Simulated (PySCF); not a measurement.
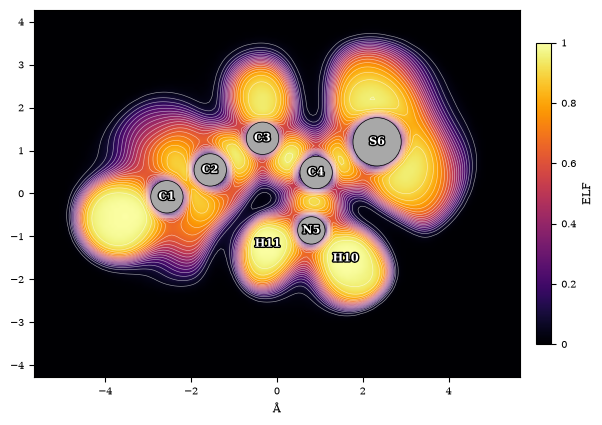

The picture shows: C$_{4}$H$_{5}$NS (SMILES C#CCC(N)=S). Electron localisation function on the plane of atoms C4, N5 and H11. Grey discs cover the atomic cores.

Geometry: GFN2-xTB, MD frame at 250 fs, 200 K.

The calculation used PySCF 2.14.0, PBE0/pcSseg-1, SCF density, gas phase, non-relativistic.

Input file:

```
{"job": {"kind": "nmr", "xc": "PBE0", "basis": "pcSseg-1", "pop": false}, "charge": 0, "multiplicity": 1}
C      2.170600    -0.232400     0.040000
C      1.116100    -0.723900    -0.270900
C     -0.151000    -1.325100    -0.569500
C     -1.335000    -0.613100     0.001800
N     -1.147800     0.649000     0.453400
S     -2.779600    -1.287800    -0.000900
H      3.118800     0.068200     0.254100
H     -0.258900    -1.407600    -1.660400
H     -0.127500    -2.350600    -0.135000
H     -1.901200     1.258100     0.814300
H     -0.119900     0.913700     0.470700
```

Run with:

```sh
OMP_NUM_THREADS=1 python probes_run.py task.json out
```

Q: Interpret the plot.

A: Atoms in the plane: C, N, S and H. C–C (1.20 Å): the ELF peaks at about 0.85 between the atoms: a short, multiple covalent bond. C–N (1.35 Å): the ELF peaks at about 0.90 between the atoms (a covalent bond). C–S (1.59 Å): the ELF peaks at about 0.90 between the atoms, as expected for localised, covalent bonding. N–H (1.03 Å): the ELF climbs to about 1 towards the hydrogen, as it does in any bond to H (a covalent bond by its length). The ELF also peaks beside S6, away from the bonds: lone-pair regions.
